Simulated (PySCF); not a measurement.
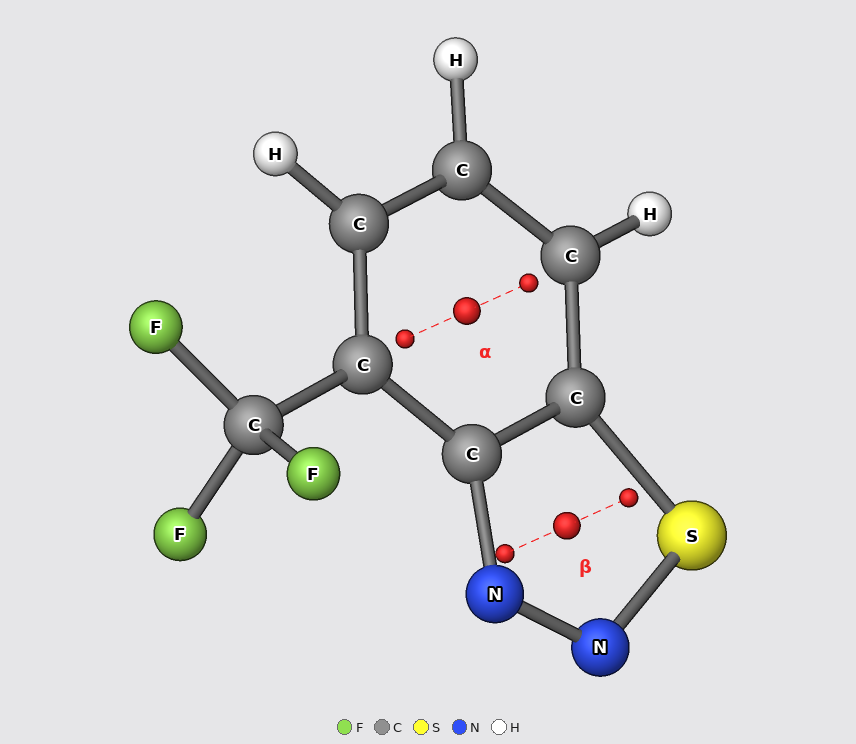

The small points mark where nucleus-independent chemical shifts (NICS) were computed: at the centre of each lettered ring and 1 Å above and below it. The geometry was computed by an optimisation with GFN2-xTB. No frequency run is at hand to confirm it as a minimum. Level of theory: GIAO PBE0/pcSseg-1 NMR shielding, non-relativistic, gas phase (PySCF 2.14.0).

Give NICS(0), NICS(1) and the out-of-plane component NICS(1)zz for each ring (means of the two sides).

```tsv
ring	members	NICS(0)	NICS(1)	NICS(1)zz
α	C6	−10.0	−11.9	−29.2
β	C2N2S	−11.6	−13.0	−30.3
```

Values in ppm.

> What do the values say about the ring currents?

Ring α: diatropic, as in an aromatic ring. Ring β: diatropic, as in an aromatic ring. NICS is one index among several.
